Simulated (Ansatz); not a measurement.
Run report: C$_{2}$H$_{5}$ClGeO, molecular dynamics

The run: molecular dynamics of C$_{2}$H$_{5}$ClGeO. Method and program: RKS revPBE/6-31G* (Ansatz 0.2.0).

The geometry comes from this level: PBE0-D4/def2-TZVP. Figures and captions count atoms from 1; the log counts them from 0 in places.

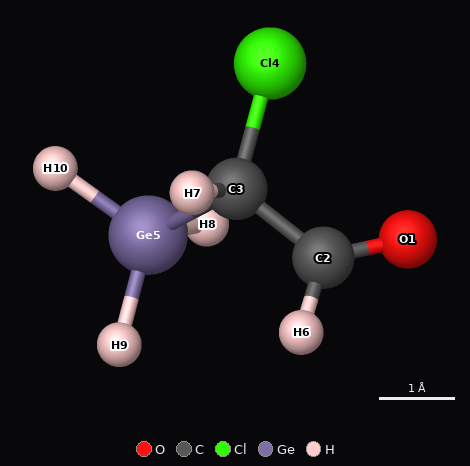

The structure as given in the input (ball-and-stick view, seen at a tilt; atoms are numbered from 1 in the order of the input). Sticks mark near contacts. Bond lengths as drawn: C–C 1.49 Å, C–Cl 1.76 Å, C–Ge 2.00 Å, C–H 1.09 to 1.11 Å, C–O 1.20 Å and Ge–H 1.53 to 1.54 Å.

The input
```yaml
crystal:
  periodic: [false, false, false]
  atoms:
    - {symbol: O, position_ang: [-1.554144, 0.878525, 1.711546]}
    - {symbol: C, position_ang: [-0.447402, 0.750155, 1.274992]}
    - {symbol: C, position_ang: [0.106851, -0.465453, 0.613266]}
    - {symbol: Cl, position_ang: [-0.890303, -1.905668, 0.825136]}
    - {symbol: Ge, position_ang: [0.326430, -0.115803, -1.341001]}
    - {symbol: H, position_ang: [0.288219, 1.585540, 1.302020]}
    - {symbol: H, position_ang: [1.105627, -0.663436, 1.011692]}
    - {symbol: H, position_ang: [-1.070501, 0.078626, -1.934669]}
    - {symbol: H, position_ang: [1.185995, 1.145443, -1.527844]}
    - {symbol: H, position_ang: [1.032231, -1.339130, -1.932039]}
basis:
  gaussian: {orbitals: "6-31G*"}
hamiltonian: {xc: {name: revPBE}}
md: {timestep: 2 fs, n_steps: 20, ensemble: nvt_langevin, temperature: 700, initial_velocities: maxwell_boltzmann, friction: 0.01, seed: 62}
```

Command:
```bash
ansatz run in.yaml --threads 4 --pin off --events-out ev --progress --plain --max-ram 10444MiB
```

Log
```
Functional definition: revPBE
  name "revPBE"
  cite "Zhang & Yang, Phys. Rev. Lett. 80, 890 (1998) doi:10.1103/PhysRevLett.80.890"
  cite "Perdew, Burke & Ernzerhof, Phys. Rev. Lett. 77, 3865 (1996) doi:10.1103/PhysRevLett.77.3865"
  parameter kappa = 1.245
  parameter beta = 0.06672455060314922
  exchange = pbe_x(kappa = kappa, mu = beta*pi^2/3)
  correlation = pbe_c(beta = beta)
1275 factors; their error is unknown
mean field evaluation 1: about -73221.4832 eV, gradient 5.1e1 eV
mean field evaluation 2: about -73195.9115 eV, gradient 1.2e2 eV
mean field evaluation 4: about -73226.3036 eV, gradient 1.3e1 eV
mean field evaluation 8: about -73226.6611 eV, gradient 2.7e-1 eV
mean field evaluation 16: about -73226.6010 eV, gradient 2.7e-4 eV
mean field -73226.60102280 eV, -2691.0279528151 hartree, gradient 2.6e-5 eV, S^2 0.000000; 0 other end points of the search recorded, 0 dependent functions left out
the calculation of the forces begins
reference -73226.60106684 eV, -2691.0279544336 hartree; 37, 37 occupied and 72, 72 virtual orbitals, 1275 factors
md step     0: t =     0.00 fs  T =   630.0 K  F+E_penalty+E_count = -73226.60102280 eV  E_kin = 0.814338 eV  (29 SCF iters)
these checks for a lower state are left out or cut short: starts, cluster_reference, orbital_swaps, neighbouring_geometries, increment
1275 factors; their error is unknown
mean field -73226.35397636 eV, -2691.0188740256 hartree, gradient 1.2e-5 eV, S^2 0.000000; 0 other end points of the search recorded, 0 dependent functions left out
[... from here on the field's lines of each further geometry are left out, up to the last ...]
md step     1: t =     2.00 fs  T =   521.6 K  F+E_penalty+E_count = -73226.35397636 eV  E_kin = 0.674172 eV  (32 SCF iters)
md step     2: t =     4.00 fs  T =   538.3 K  F+E_penalty+E_count = -73226.42000562 eV  E_kin = 0.695819 eV  (32 SCF iters)
md step     3: t =     6.00 fs  T =   385.3 K  F+E_penalty+E_count = -73226.15696021 eV  E_kin = 0.498093 eV  (32 SCF iters)
md step     4: t =     8.00 fs  T =   282.5 K  F+E_penalty+E_count = -73226.07665306 eV  E_kin = 0.365136 eV  (31 SCF iters)
md step     5: t =    10.00 fs  T =   399.3 K  F+E_penalty+E_count = -73226.19371709 eV  E_kin = 0.516162 eV  (32 SCF iters)
md step     6: t =    12.00 fs  T =   360.3 K  F+E_penalty+E_count = -73226.06104595 eV  E_kin = 0.465700 eV  (32 SCF iters)
md step     7: t =    14.00 fs  T =   479.0 K  F+E_penalty+E_count = -73226.28830223 eV  E_kin = 0.619109 eV  (32 SCF iters)
md step     8: t =    16.00 fs  T =   483.4 K  F+E_penalty+E_count = -73226.21621843 eV  E_kin = 0.624901 eV  (32 SCF iters)
md step     9: t =    18.00 fs  T =   398.4 K  F+E_penalty+E_count = -73226.12359676 eV  E_kin = 0.515012 eV  (31 SCF iters)
md step    10: t =    20.00 fs  T =   511.7 K  F+E_penalty+E_count = -73226.23525960 eV  E_kin = 0.661385 eV  (31 SCF iters)
md step    11: t =    22.00 fs  T =   458.9 K  F+E_penalty+E_count = -73226.11814726 eV  E_kin = 0.593120 eV  (31 SCF iters)
md step    12: t =    24.00 fs  T =   625.3 K  F+E_penalty+E_count = -73226.38910790 eV  E_kin = 0.808199 eV  (32 SCF iters)
md step    13: t =    26.00 fs  T =   620.4 K  F+E_penalty+E_count = -73226.38221090 eV  E_kin = 0.801910 eV  (31 SCF iters)
md step    14: t =    28.00 fs  T =   465.1 K  F+E_penalty+E_count = -73226.11015878 eV  E_kin = 0.601208 eV  (31 SCF iters)
md step    15: t =    30.00 fs  T =   460.9 K  F+E_penalty+E_count = -73226.14567298 eV  E_kin = 0.595770 eV  (32 SCF iters)
md step    16: t =    32.00 fs  T =   426.0 K  F+E_penalty+E_count = -73226.18481232 eV  E_kin = 0.550603 eV  (32 SCF iters)
md step    17: t =    34.00 fs  T =   346.4 K  F+E_penalty+E_count = -73225.93968341 eV  E_kin = 0.447800 eV  (32 SCF iters)
md step    18: t =    36.00 fs  T =   536.1 K  F+E_penalty+E_count = -73226.25417567 eV  E_kin = 0.692935 eV  (30 SCF iters)
md step    19: t =    38.00 fs  T =   387.1 K  F+E_penalty+E_count = -73226.00791346 eV  E_kin = 0.500333 eV  (31 SCF iters)
the calculation of the forces begins
reference -73226.11980750 eV, -2691.0102684789 hartree; 37, 37 occupied and 72, 72 virtual orbitals, 1275 factors
1275 factors; their error is unknown
mean field evaluation 192: about -73226.1196 eV, gradient 3.0e-1 eV
mean field -73226.11976236 eV, -2691.0102668201 hartree, gradient 2.6e-5 eV, S^2 0.000000; 1 other end points of the search recorded, 0 dependent functions left out
the calculation of the forces begins
reference -73226.11980750 eV, -2691.0102684789 hartree; 37, 37 occupied and 72, 72 virtual orbitals, 1275 factors
md step    20: t =    40.00 fs  T =   501.2 K  F+E_penalty+E_count = -73226.11976236 eV  E_kin = 0.647866 eV  (30 SCF iters)
```

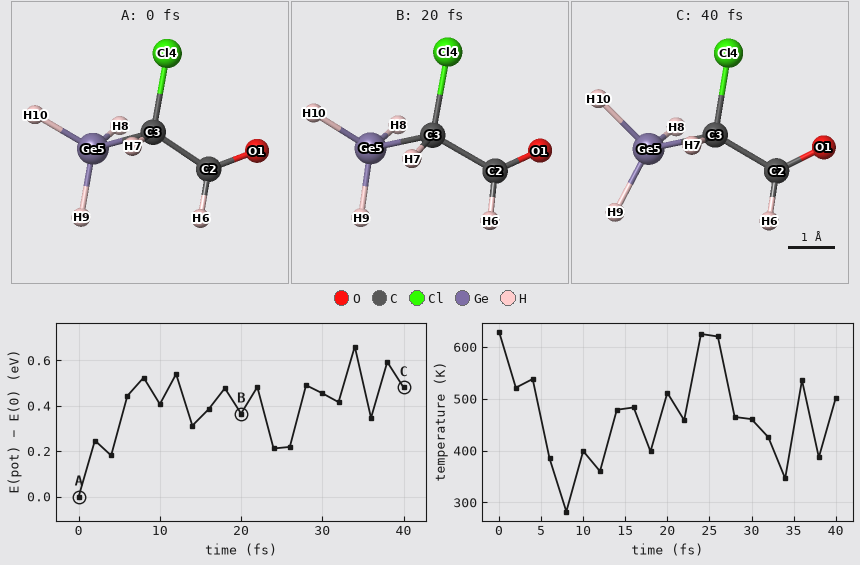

Frames of the molecular dynamics (ball-and-stick, seen at a tilt) above the curves, on which the letters mark them. The trajectory kept here has 21 frames over 40 fs. The temperature starts at 630 K, ranges from 282 to 630 K and averages 485 K over the second half. The potential energy ends 0.481 eV above its first value. After an unweighted best fit of the last frame on the first, the root-mean-square displacement is 0.23 Å, and H9 has moved furthest (0.49 Å).

```
Total energy: -73226.11980750 eV, -2691.0102684789 hartree
Atom 0 at    -1.488899     0.845693     1.966467 Å, force    -2.323175     0.412818     1.237893 eV/Å
Atom 1 at    -0.473187     0.883269     1.359207 Å, force     3.289723    -1.233791    -1.535492 eV/Å
Atom 2 at     0.122598    -0.350225     0.571256 Å, force     2.208089    -0.548273     0.994859 eV/Å
Atom 3 at    -0.815824    -1.882632     0.922259 Å, force    -0.020882     0.368711    -0.242804 eV/Å
Atom 4 at     0.260658    -0.165592    -1.492392 Å, force     0.262674    -1.312614     0.037601 eV/Å
Atom 5 at     0.267945     1.744645     1.351217 Å, force    -0.417348     0.025434    -0.082132 eV/Å
Atom 6 at     1.253888    -0.651668     0.985803 Å, force    -2.513988     1.217266    -0.964586 eV/Å
Atom 7 at    -1.195948     0.008745    -1.997304 Å, force     0.036312     0.192965    -0.046313 eV/Å
Atom 8 at     1.287741     0.851384    -2.139229 Å, force    -0.314962    -0.087383     0.413159 eV/Å
Atom 9 at     0.727026    -1.668676    -1.907142 Å, force    -0.206442     0.964866     0.187815 eV/Å
Dipole moment:     0.541818     0.300294    -0.298899 e Å
```

Trajectory as extended XYZ (Å, eV, eV/Å), 10 of the 21 frames kept, from step=0 to step=20
```
10
Properties=species:S:1:pos:R:3:forces:R:3 step=0 time_fs=0.0 energy=-73226.60102 temperature=630.0
O    -1.5541    0.8785    1.7115   -2.0025   0.2862   0.8125
C    -0.4474    0.7502    1.2750    1.2992   0.0919  -0.4471
C     0.1069   -0.4655    0.6133    0.3160   0.0077  -0.1116
Cl   -0.8903   -1.9057    0.8251   -0.4542  -0.7366   0.1158
Ge    0.3264   -0.1158   -1.3410    0.0493   0.0640  -0.1308
H     0.2882    1.5855    1.3020    0.3501   0.3094  -0.0038
H     1.1056   -0.6634    1.0117    0.3923  -0.0717   0.0993
H    -1.0705    0.0786   -1.9347   -0.2584   0.0386  -0.1304
H     1.1860    1.1454   -1.5278    0.1685   0.2447  -0.0656
H     1.0322   -1.3391   -1.9320    0.1397  -0.2343  -0.1383
10
Properties=species:S:1:pos:R:3:forces:R:3 step=2 time_fs=4.0 energy=-73226.42001 temperature=538.3
O    -1.5617    0.8935    1.7443   -1.1236  -0.3010  -0.0402
C    -0.4496    0.7578    1.2944    2.0921   0.7264   0.7009
C     0.1578   -0.4571    0.6034   -0.6302  -0.3490   0.2270
Cl   -0.8752   -1.9044    0.8293   -0.6538  -0.6421  -0.0068
Ge    0.3136   -0.1194   -1.3574   -0.4743  -0.0022  -0.0221
H     0.2978    1.6200    1.4566   -0.1738  -0.5667  -0.4958
H     1.1320   -0.8458    0.9514    0.1661   0.9562   0.1565
H    -1.1403    0.1447   -1.9370    0.6282  -0.2618   0.1095
H     1.1787    1.1314   -1.4369    0.3110   0.4954  -0.2753
H     1.1174   -1.3559   -1.8126   -0.1418  -0.0554  -0.3536
10
Properties=species:S:1:pos:R:3:forces:R:3 step=4 time_fs=8.0 energy=-73226.07665 temperature=282.5
O    -1.5844    0.8976    1.7795    2.1563  -0.6300  -1.3545
C    -0.4237    0.7713    1.3176   -0.9030   0.2985   1.6989
C     0.1872   -0.4392    0.5879    0.7150  -1.2768   1.1441
Cl   -0.8692   -1.9081    0.8316   -0.2438  -0.1722  -0.0690
Ge    0.3021   -0.1216   -1.3742    0.5919   0.7587   0.1266
H     0.3101    1.6077    1.5178   -0.0460  -0.2305  -0.4462
H     1.2650   -0.8907    0.9010   -2.0449   1.8043  -0.3115
H    -1.1640    0.1611   -1.9191    0.6886  -0.3141   0.0107
H     1.2138    1.2182   -1.3770   -0.4496  -0.6698  -0.3825
H     1.1641   -1.3965   -1.7382   -0.4646   0.4318  -0.4167
10
Properties=species:S:1:pos:R:3:forces:R:3 step=7 time_fs=14.0 energy=-73226.28830 temperature=479.0
O    -1.5795    0.8930    1.8195    3.1299  -0.3109  -1.2202
C    -0.3971    0.7973    1.3813   -2.1427  -0.7216   0.4124
C     0.2119   -0.4363    0.5825   -2.1918   1.0153   0.8539
Cl   -0.8681   -1.9214    0.8469    0.7699   0.4042  -0.0208
Ge    0.2885   -0.1227   -1.3962    0.7201   0.7051   0.9745
H     0.3411    1.6356    1.5206   -0.1165  -0.1376  -0.0966
H     1.2538   -0.5866    0.8551    0.3555  -0.4364   0.4956
H    -1.1052    0.1199   -1.9093   -0.5710  -0.1148  -0.4375
H     1.1309    1.1998   -1.4276   -0.0075  -0.1587  -0.3559
H     1.1142   -1.3539   -1.7510    0.0540  -0.2446  -0.6054
10
Properties=species:S:1:pos:R:3:forces:R:3 step=9 time_fs=18.0 energy=-73226.12360 temperature=398.4
O    -1.5332    0.8889    1.8262   -1.9671   0.1263   0.9183
C    -0.4166    0.8099    1.4251    2.4845  -0.7277  -1.9128
C     0.1868   -0.4187    0.5863    1.2819   1.0185   1.5537
Cl   -0.8657   -1.9278    0.8588    0.9950   0.5892   0.0239
Ge    0.2824   -0.1265   -1.4105   -0.6995   0.0619   0.6536
H     0.3320    1.6687    1.5241   -0.1673  -0.4260  -0.0275
H     1.3770   -0.4417    0.9277   -2.7300  -0.7190  -0.5397
H    -1.1711    0.0871   -1.9660    0.3780  -0.2300   0.0127
H     1.0773    1.1637   -1.5458    0.3954   0.4540  -0.2776
H     1.0648   -1.3722   -1.8373    0.0290  -0.1472  -0.4048
10
Properties=species:S:1:pos:R:3:forces:R:3 step=11 time_fs=22.0 energy=-73226.11815 temperature=458.9
O    -1.5062    0.8794    1.8414   -4.2878   0.3191   1.9872
C    -0.4137    0.8163    1.4338    3.1906  -1.1345  -2.9163
C     0.1668   -0.3845    0.5983   -4.1737   0.7627  -0.7122
Cl   -0.8558   -1.9264    0.8730    0.9508   0.7954  -0.0295
Ge    0.2776   -0.1315   -1.4226   -0.4945  -0.0797  -0.1334
H     0.2884    1.6677    1.5056    0.6803   0.3389   0.1032
H     1.1258   -0.4100    0.9178    3.7597  -1.2090   1.2593
H    -1.2137    0.0480   -1.9930    0.7685  -0.1750   0.2511
H     1.0926    1.1880   -1.7213   -0.0609  -0.3279   0.0148
H     1.0009   -1.4571   -1.9642   -0.3330   0.7099   0.1758
10
Properties=species:S:1:pos:R:3:forces:R:3 step=13 time_fs=26.0 energy=-73226.38221 temperature=620.4
O    -1.5189    0.8662    1.8716    0.8892   0.2086  -0.0521
C    -0.3823    0.8139    1.3953   -1.5885   0.8884   0.1756
C     0.1177   -0.3396    0.6024    2.3755  -1.6601   0.4314
Cl   -0.8441   -1.9199    0.8859    0.4158   0.8852  -0.1646
Ge    0.2711   -0.1380   -1.4355    0.0557   0.4683  -0.4616
H     0.3283    1.7113    1.4771   -0.1948  -0.6786  -0.1008
H     1.2097   -0.5589    1.0007   -1.6582   0.2367  -0.7801
H    -1.1876    0.0140   -1.9815    0.1723   0.0412   0.1327
H     1.1367    1.1592   -1.9101   -0.4360  -0.7655   0.4496
H     0.8715   -1.4563   -2.0694   -0.0309   0.3758   0.3698
10
Properties=species:S:1:pos:R:3:forces:R:3 step=16 time_fs=32.0 energy=-73226.18481 temperature=426.0
O    -1.5124    0.8418    1.9181    1.6299   0.7041  -0.6309
C    -0.3940    0.8397    1.3649   -2.4968  -0.4087   1.1900
C     0.0938   -0.3163    0.6076   -0.5908  -1.6104  -1.5594
Cl   -0.8240   -1.9032    0.9060   -0.3272   0.5345  -0.2316
Ge    0.2651   -0.1499   -1.4612   -0.7824  -0.1766   0.6330
H     0.3488    1.6558    1.4396    0.0966   0.5352   0.0329
H     1.0217   -0.6743    0.9527    2.0476   0.1783   0.4912
H    -1.1551   -0.0348   -1.9895   -0.5884   0.3107  -0.0401
H     1.1232    0.9331   -2.0691    0.5020   0.7504   0.0684
H     0.7068   -1.4483   -2.0830    0.5094  -0.8175   0.0464
10
Properties=species:S:1:pos:R:3:forces:R:3 step=18 time_fs=36.0 energy=-73226.25418 temperature=536.1
O    -1.4991    0.8386    1.9395   -1.0679   0.8822   0.6871
C    -0.4438    0.8694    1.3677    1.7959  -1.2203  -0.7798
C     0.0993   -0.3261    0.5899    1.0543  -1.4551  -0.1089
Cl   -0.8157   -1.8934    0.9162   -0.3952   0.3475  -0.2645
Ge    0.2615   -0.1574   -1.4768   -0.5231  -1.5298  -0.0270
H     0.3668    1.6678    1.3815   -0.6833   0.3007   0.1639
H     1.0962   -0.7020    0.9806   -0.4005   1.1989  -0.3808
H    -1.1975   -0.0368   -1.9986    0.0142   0.2612   0.0635
H     1.1881    0.8778   -2.1186    0.2518   0.4650   0.1512
H     0.7116   -1.6037   -2.0402   -0.0462   0.7496   0.4953
10
Properties=species:S:1:pos:R:3:forces:R:3 step=20 time_fs=40.0 energy=-73226.11976 temperature=501.2
O    -1.4889    0.8457    1.9665   -2.3232   0.4128   1.2379
C    -0.4732    0.8833    1.3592    3.2897  -1.2338  -1.5355
C     0.1226   -0.3502    0.5713    2.2081  -0.5483   0.9949
Cl   -0.8158   -1.8826    0.9223   -0.0209   0.3687  -0.2428
Ge    0.2607   -0.1656   -1.4924    0.2627  -1.3126   0.0376
H     0.2679    1.7446    1.3512   -0.4173   0.0254  -0.0821
H     1.2539   -0.6517    0.9858   -2.5140   1.2173  -0.9646
H    -1.1959    0.0087   -1.9973    0.0363   0.1930  -0.0463
H     1.2877    0.8514   -2.1392   -0.3150  -0.0874   0.4132
H     0.7270   -1.6687   -1.9071   -0.2064   0.9649   0.1878
```

Results in brief

```tsv
quantity	value
outcome	finished
mean temperature over the second half	485 K
trajectory	20 steps, 40 fs
ensemble	nvt_langevin
temperature in the input	700 K
time step	2 fs
potential energy (last step)	−73226.1198 eV
SCF solution under orbital rotations (last step)	stable
largest force (length of the vector) (last step)	3.834 eV/Å
dipole moment (last step)	3.30 D
hardware	4 threads of Arm Neoverse V2, 23 GiB of memory available, shared host
wall time	30 s (CPU time 1.9 min)
peak memory	0.16 GiB
```

Notes

So short a trajectory is not equilibrated. The logged temperature at the start can lie below the typed one, since it is counted over all degrees of freedom. The temperature stays far from the 700 K of the thermostat over the second half: the run isn't equilibrated.
